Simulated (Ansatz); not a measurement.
**Run report: C₃H₆BBr, geometry relaxation (part 2 of 2)**

The same run, continued: C₃H₆BBr; RKS B3LYP-D4/def2-SVP (Ansatz 0.2.0). It belongs to a series of runs on one base structure; here: end point B relaxed.

Geometry of the input (Å):
```
C  -1.4800  1.3407  -0.5410
C  -0.3756  0.8843  -0.1081
Br 0.9585  2.0875  0.4926
B  -0.0505  -0.6559  -0.0874
C  1.2461  -1.2868  0.4247
H  -1.6931  2.4740  -0.5678
H  -2.2977  0.7394  -0.9047
H  -0.9316  -1.3836  -0.4706
H  1.4061  -0.9690  1.5428
H  1.0886  -0.3922  -0.1292
H  1.1968  -2.3860  0.3934
```

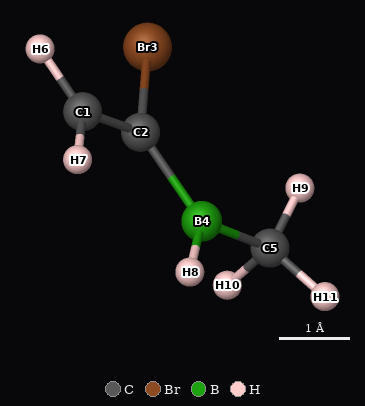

*The geometry at step 12 of the log (ball-and-stick view, seen at a tilt; atoms are numbered from 1 in the order of the input).*

**Trajectory as extended XYZ, continued**
```
11
Properties=species:S:1:pos:R:3:forces:R:3 step=5 energy=-73920.73495
C    -1.5809    1.4344   -0.5243   -0.0805  -0.0118  -0.0056
C    -0.4662    0.8639   -0.0480   -0.0238  -0.0974   0.0743
Br    0.9554    2.0282    0.5613   -0.0740   0.0481   0.0697
B    -0.2231   -0.6816   -0.0067   -0.2484   0.1861  -0.4415
C     1.0827   -1.2587    0.5440    0.1376   0.1586  -0.0471
H    -1.7367    2.5158   -0.5464   -0.0526   0.0175  -0.0193
H    -2.3777    0.7864   -0.9042   -0.0163   0.0409  -0.0072
H    -0.9752   -1.3523   -0.6950   -0.0375   0.1173   0.3028
H     1.5141   -0.7836    1.4355   -0.0803  -0.0922   0.1216
H     1.6472   -0.7547   -0.2819    0.4200  -0.4216  -0.0637
H     1.2278   -2.3453    0.5104    0.0556   0.0546   0.0160
11
Properties=species:S:1:pos:R:3:forces:R:3 step=6 energy=-73920.85077
C    -1.6012    1.4435   -0.5188   -0.0965   0.0119  -0.0683
C    -0.4796    0.8757   -0.0552    0.1439  -0.0452  -0.0696
Br    0.9323    2.0404    0.5715   -0.0557   0.0640   0.0580
B    -0.2095   -0.6602   -0.0629   -0.1359  -0.0057   0.0553
C     1.1068   -1.2461    0.5017    0.4479   0.0601  -0.3360
H    -1.7624    2.5249   -0.5388   -0.0596  -0.0090   0.0248
H    -2.3913    0.7930   -0.9068   -0.0362   0.0346  -0.0055
H    -1.0323   -1.3464   -0.6423    0.0572   0.1260   0.1272
H     1.4737   -0.7900    1.4373   -0.1481  -0.0372  -0.0183
H     1.8222   -0.8403   -0.2676   -0.0617  -0.3100   0.2297
H     1.2090   -2.3421    0.5266   -0.0552   0.1104   0.0026
11
Properties=species:S:1:pos:R:3:forces:R:3 step=7 energy=-73920.89092
C    -1.6066    1.4401   -0.5355   -0.0449  -0.0255   0.0698
C    -0.4709    0.9110   -0.0527    0.1288  -0.0499   0.0770
Br    0.8822    2.1021    0.6484   -0.0600   0.0363  -0.0116
B    -0.1761   -0.6199   -0.0520   -0.3316   0.0743  -0.3815
C     1.1341   -1.2516    0.4686    0.3649  -0.0680  -0.0069
H    -1.8250    2.5115   -0.5428    0.0132   0.0107  -0.0060
H    -2.3698    0.7589   -0.9241   -0.0083   0.0253  -0.0515
H    -1.0318   -1.2833   -0.6132    0.0872   0.0506   0.1629
H     1.5118   -0.7747    1.3901   -0.0267  -0.0780  -0.0212
H     1.8981   -0.9924   -0.3056   -0.1334  -0.0845   0.1290
H     1.1216   -2.3494    0.5636    0.0107   0.1087   0.0400
11
Properties=species:S:1:pos:R:3:forces:R:3 step=8 energy=-73920.89800
C    -1.6154    1.4407   -0.5191    0.0018  -0.0686  -0.2312
C    -0.4705    0.9160   -0.0510    0.0456   0.0220   0.0663
Br    0.8527    2.1260    0.6737   -0.0257  -0.0263   0.0112
B    -0.1693   -0.6125   -0.0702   -0.0384   0.0742  -0.0295
C     1.1448   -1.2539    0.4555    0.1980  -0.0646  -0.0827
H    -1.8387    2.5118   -0.5214   -0.0076  -0.0148   0.0551
H    -2.3494    0.7650   -0.9753   -0.0027   0.0588   0.1166
H    -1.0380   -1.2806   -0.5816   -0.0363  -0.0325  -0.0246
H     1.5314   -0.7613    1.3629   -0.0055  -0.0175   0.0086
H     1.9176   -1.0520   -0.3246   -0.1312  -0.0445   0.1099
H     1.1026   -2.3468    0.5959    0.0022   0.1136   0.0003
11
Properties=species:S:1:pos:R:3:forces:R:3 step=9 energy=-73920.90036
C    -1.6052    1.4438   -0.5407   -0.1355  -0.0648   0.0732
C    -0.4654    0.9162   -0.0631    0.0329   0.0484  -0.0217
Br    0.8419    2.1265    0.6881    0.0026  -0.0334  -0.0152
B    -0.1656   -0.6116   -0.0872    0.0345  -0.0005   0.1124
C     1.1480   -1.2526    0.4542    0.0139   0.0162  -0.0643
H    -1.8407    2.5122   -0.5082    0.0328  -0.0199  -0.0352
H    -2.3623    0.7678   -0.9555    0.0562   0.0525  -0.0243
H    -1.0373   -1.2854   -0.5892    0.0007   0.0013  -0.0443
H     1.5349   -0.7539    1.3568   -0.0054   0.0317   0.0178
H     1.9202   -1.0718   -0.3243   -0.0137  -0.0100   0.0082
H     1.0991   -2.3387    0.6139   -0.0189  -0.0217  -0.0067
11
Properties=species:S:1:pos:R:3:forces:R:3 step=10 energy=-73920.90227
C    -1.6131    1.4369   -0.5303    0.0352   0.0827   0.0238
C    -0.4676    0.9198   -0.0548    0.0086  -0.0675   0.0090
Br    0.8382    2.1286    0.6995   -0.0331  -0.0198  -0.0190
B    -0.1629   -0.6071   -0.0844    0.0537   0.0105   0.0140
C     1.1480   -1.2512    0.4575   -0.0128   0.0260   0.0049
H    -1.8403    2.5064   -0.5020   -0.0389   0.0022  -0.0178
H    -2.3588    0.7650   -0.9658    0.0003  -0.0055  -0.0007
H    -1.0209   -1.2754   -0.6174   -0.0052  -0.0095  -0.0046
H     1.5542   -0.7324    1.3411    0.0005  -0.0140  -0.0123
H     1.9068   -1.1050   -0.3407   -0.0020  -0.0042  -0.0011
H     1.0839   -2.3333    0.6420   -0.0063  -0.0009   0.0039
11
Properties=species:S:1:pos:R:3:forces:R:3 step=11 energy=-73920.90279
C    -1.6136    1.4381   -0.5291    0.0210   0.0486   0.0138
C    -0.4682    0.9242   -0.0489   -0.0263  -0.0635  -0.0113
Br    0.8215    2.1327    0.7232    0.0152   0.0182   0.0064
B    -0.1556   -0.6008   -0.0883    0.0191   0.0144   0.0168
C     1.1500   -1.2500    0.4574   -0.0610   0.0230   0.0234
H    -1.8531    2.5048   -0.4977   -0.0146   0.0074  -0.0036
H    -2.3506    0.7632   -0.9737   -0.0080  -0.0140  -0.0091
H    -1.0075   -1.2673   -0.6326   -0.0064  -0.0182  -0.0128
H     1.5815   -0.7160    1.3167    0.0235   0.0225   0.0369
H     1.8956   -1.1531   -0.3563    0.0643   0.0211  -0.0808
H     1.0676   -2.3234    0.6741   -0.0268  -0.0595   0.0204
11
Properties=species:S:1:pos:R:3:forces:R:3 step=12 energy=-73920.90353
C    -1.6151    1.4403   -0.5284    0.0120  -0.0091   0.0071
C    -0.4721    0.9220   -0.0465   -0.0124   0.0068  -0.0077
Br    0.8140    2.1329    0.7324    0.0118   0.0064   0.0095
B    -0.1520   -0.6009   -0.0894   -0.0254   0.0092  -0.0112
C     1.1520   -1.2487    0.4592   -0.0027   0.0021  -0.0028
H    -1.8558    2.5066   -0.4917   -0.0052   0.0022  -0.0040
H    -2.3500    0.7670   -0.9803   -0.0028  -0.0019  -0.0010
H    -0.9978   -1.2700   -0.6429    0.0116  -0.0026   0.0023
H     1.5968   -0.7052    1.3068    0.0071  -0.0007   0.0058
H     1.8908   -1.1723   -0.3672    0.0020  -0.0038  -0.0047
H     1.0568   -2.3193    0.6928    0.0041  -0.0088   0.0067
11
Properties=species:S:1:pos:R:3:forces:R:3 step=13 energy=-73920.90212 accepted=F
C    -1.6182    1.4420   -0.5255   -0.0009  -0.0483  -0.0147
C    -0.4755    0.9298   -0.0343   -0.0573   0.0190  -0.0220
Br    0.7796    2.1416    0.7861    0.0382   0.0285   0.0267
B    -0.1382   -0.5888   -0.0973   -0.0439   0.0035  -0.0367
C     1.1569   -1.2453    0.4601    0.1865  -0.0715  -0.0733
H    -1.8794    2.5034   -0.4773    0.0227  -0.0073   0.0107
H    -2.3351    0.7653   -1.0018    0.0076   0.0063   0.0077
H    -0.9650   -1.2571   -0.6813    0.0168   0.0052   0.0167
H     1.6596   -0.6639    1.2530   -0.0503  -0.0970  -0.0922
H     1.8651   -1.2770   -0.4067   -0.1534   0.0092   0.2006
H     1.0179   -2.2976    0.7696    0.0341   0.1522  -0.0235
11
Properties=species:S:1:pos:R:3:forces:R:3 step=14 energy=-73920.90331 accepted=F
C    -1.6162    1.4423   -0.5285   -0.0088   0.0107  -0.0082
C    -0.4729    0.9261   -0.0462   -0.0007  -0.0264   0.0147
Br    0.8118    2.1349    0.7407   -0.0091  -0.0041  -0.0101
B    -0.1526   -0.5970   -0.0896    0.0545  -0.0284   0.0108
C     1.1507   -1.2484    0.4593    0.0059   0.0047   0.0249
H    -1.8594    2.5082   -0.4945   -0.0014   0.0003   0.0059
H    -2.3507    0.7675   -0.9795    0.0080   0.0000  -0.0039
H    -0.9860   -1.2757   -0.6468   -0.0459   0.0217  -0.0167
H     1.6054   -0.7047    1.3017    0.0045   0.0095  -0.0010
H     1.8844   -1.1829   -0.3725    0.0051  -0.0005  -0.0087
H     1.0532   -2.3178    0.7006   -0.0121   0.0125  -0.0077
11
Properties=species:S:1:pos:R:3:forces:R:3 step=15 energy=-73920.90363
C    -1.6155    1.4406   -0.5283    0.0035   0.0020   0.0037
C    -0.4727    0.9234   -0.0453   -0.0011  -0.0018  -0.0077
Br    0.8134    2.1335    0.7359   -0.0007   0.0018   0.0038
B    -0.1519   -0.5994   -0.0901   -0.0033  -0.0005   0.0064
C     1.1518   -1.2484    0.4593    0.0014   0.0007   0.0004
H    -1.8580    2.5066   -0.4919   -0.0024   0.0001  -0.0016
H    -2.3492    0.7666   -0.9814    0.0003  -0.0009   0.0007
H    -0.9948   -1.2702   -0.6451    0.0004   0.0011  -0.0039
H     1.6011   -0.7040    1.3042    0.0020   0.0009  -0.0010
H     1.8885   -1.1780   -0.3697    0.0009  -0.0029  -0.0027
H     1.0549   -2.3183    0.6971   -0.0010  -0.0003   0.0019
11
Properties=species:S:1:pos:R:3:forces:R:3 step=16 energy=-73920.90383
C    -1.6158    1.4415   -0.5294   -0.0185  -0.0015   0.0045
C    -0.4733    0.9274   -0.0422   -0.0089  -0.0038   0.0207
Br    0.7983    2.1376    0.7627   -0.0023  -0.0004  -0.0075
B    -0.1480   -0.5942   -0.0913    0.0332  -0.0017  -0.0224
C     1.1536   -1.2470    0.4594    0.0266  -0.0085   0.0033
H    -1.8676    2.5053   -0.4875    0.0105  -0.0026   0.0000
H    -2.3435    0.7652   -0.9890    0.0084   0.0030  -0.0072
H    -0.9806   -1.2655   -0.6610   -0.0114   0.0035   0.0061
H     1.6299   -0.6880    1.2802   -0.0111  -0.0102  -0.0182
H     1.8751   -1.2216   -0.3872   -0.0277  -0.0021   0.0263
H     1.0395   -2.3084    0.7301    0.0011   0.0242  -0.0054
11
Properties=species:S:1:pos:R:3:forces:R:3 step=17 energy=-73920.90315 accepted=F
C    -1.6198    1.4412   -0.5227    0.0067  -0.0147  -0.0790
C    -0.4775    0.9297   -0.0317   -0.0047   0.0069  -0.0139
Br    0.7811    2.1426    0.7879    0.0021  -0.0014   0.0109
B    -0.1396   -0.5887   -0.0985   -0.0262  -0.0123   0.0517
C     1.1569   -1.2456    0.4576    0.1142  -0.0227  -0.0536
H    -1.8766    2.5039   -0.4807    0.0043  -0.0072   0.0267
H    -2.3317    0.7662   -1.0092   -0.0016   0.0072   0.0371
H    -0.9704   -1.2610   -0.6703    0.0076   0.0120  -0.0147
H     1.6588   -0.6687    1.2520   -0.0352  -0.0470  -0.0542
H     1.8643   -1.2706   -0.4052   -0.0803  -0.0048   0.1110
H     1.0221   -2.2967    0.7655    0.0131   0.0839  -0.0220
11
Properties=species:S:1:pos:R:3:forces:R:3 step=18 energy=-73920.90397
C    -1.6160    1.4414   -0.5292   -0.0152  -0.0126   0.0184
C    -0.4754    0.9272   -0.0376    0.0025   0.0053  -0.0229
Br    0.7931    2.1387    0.7689    0.0032   0.0032   0.0077
B    -0.1445   -0.5930   -0.0947   -0.0149  -0.0032   0.0167
C     1.1550   -1.2466    0.4583    0.0310  -0.0015  -0.0144
H    -1.8696    2.5045   -0.4837    0.0097   0.0011  -0.0056
H    -2.3401    0.7657   -0.9952    0.0034   0.0016  -0.0036
H    -0.9793   -1.2636   -0.6624    0.0047   0.0035  -0.0053
H     1.6367   -0.6817    1.2715   -0.0069  -0.0105  -0.0116
H     1.8731   -1.2356   -0.3912   -0.0196  -0.0047   0.0244
H     1.0347   -2.3044    0.7399    0.0020   0.0179  -0.0037
11
Properties=species:S:1:pos:R:3:forces:R:3 step=19 energy=-73920.90410
C    -1.6168    1.4406   -0.5282   -0.0065   0.0071  -0.0028
C    -0.4759    0.9271   -0.0371    0.0035   0.0052   0.0045
Br    0.7883    2.1389    0.7772   -0.0022  -0.0033  -0.0017
B    -0.1441   -0.5924   -0.0949    0.0069  -0.0054   0.0053
C     1.1560   -1.2456    0.4576    0.0005  -0.0010  -0.0010
H    -1.8685    2.5041   -0.4826   -0.0032   0.0012  -0.0013
H    -2.3392    0.7662   -0.9984    0.0009  -0.0010  -0.0004
H    -0.9762   -1.2629   -0.6664   -0.0015  -0.0003  -0.0020
H     1.6435   -0.6764    1.2635    0.0010  -0.0013  -0.0004
H     1.8686   -1.2473   -0.3951    0.0011  -0.0018  -0.0006
H     1.0319   -2.2998    0.7491   -0.0007   0.0006   0.0004
```

**Results in brief**

```tsv
quantity	value
outcome	converged
total energy	−73920.9044 eV
mean-field energy	−73920.5159 eV
largest force (length of the vector) at the end	0.010 eV/Å
wall time	2 min (CPU time 3.9 min)
peak memory	0.29 GiB
```
